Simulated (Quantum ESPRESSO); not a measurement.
Converging the k-point mesh at a smearing width of 0.3 eV: Sr (Fm-3m, 1 atom in the cell)

```xyz
1
Lattice="0.0000 3.0309 3.0309 3.0309 0.0000 3.0309 3.0309 3.0309 0.0000" Properties=species:S:1:pos:R:3 pbc="T T T"
Sr     0.0000     0.0000     0.0000
```

Computed with PBE, PSlibrary ultrasoft (PBE) pseudopotentials (plane waves; Quantum ESPRESSO 7.5).

Base settings: ecutwfc = 45 Ry; ecutrho = 315 Ry; occupations = smearing; smearing = fd; degauss = 0.0073499 Ry; potentials = {Sr: Sr.pbe-spn-rrkjus_psl.1.0.0.UPF}; K_POINTS = automatic 9 9 9 0 0 0; conv_thr = 1e-09 Ry; mixing_beta = 0.7.

In this ladder: degauss = 0.02205 Ry.

Only quantities that move along the ladder and can be compared are tabulated.

The count of work is k-points × plane waves × bands × iterations; it is no time. 

The starting cell has typed, rounded lattice constants, without a prior relaxation at this level. Its lattice was rescaled by up to half a per cent.

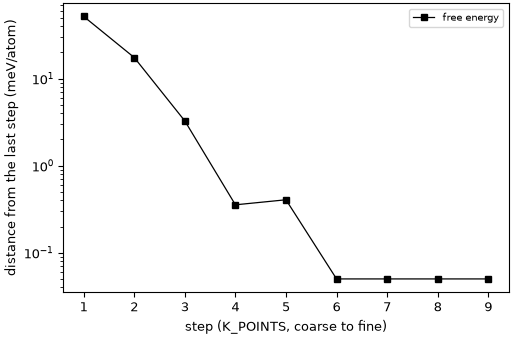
Distance from the last step along the ladder; very small values are drawn at a floor.

| K_POINTS | free energy less the last step's (meV/atom) | pressure (GPa) | count of work / last |
|---|---|---|---|
| automatic 3 3 3 0 0 0 | 51.88 | 0.14 | 0.015 |
| automatic 4 4 4 0 0 0 | -17.48 | 0.02 | 0.024 |
| automatic 5 5 5 0 0 0 | 3.27 | 0.00 | 0.030 |
| automatic 6 6 6 0 0 0 | 0.36 | -0.01 | 0.049 |
| automatic 7 7 7 0 0 0 | -0.41 | 0.00 | 0.061 |
| automatic 9 9 9 0 0 0 | -0.02 | 0.00 | 0.11 |
| automatic 10 10 10 0 0 0 | -0.01 | 0.00 | 0.14 |
| automatic 13 13 13 0 0 0 | 0.00 | 0.00 | 0.26 |
| automatic 18 18 18 0 0 0 | 0.00 | 0.00 | 0.59 |
| automatic 22 22 22 0 0 0 | 0.00 | 0.00 | 1.0 |

Coarsest K_POINTS that holds the free energy within 5 meV/atom of the last step, with all finer ones: automatic 5 5 5 0 0 0, at 0.030 of the last step's count of work; the step before is off by 17 meV/atom.

Coarsest K_POINTS that holds the pressure within 0.05 GPa of the last step, with all finer ones: automatic 4 4 4 0 0 0, at 0.024 of the last step's count of work; the step before is off by 0.14 GPa.
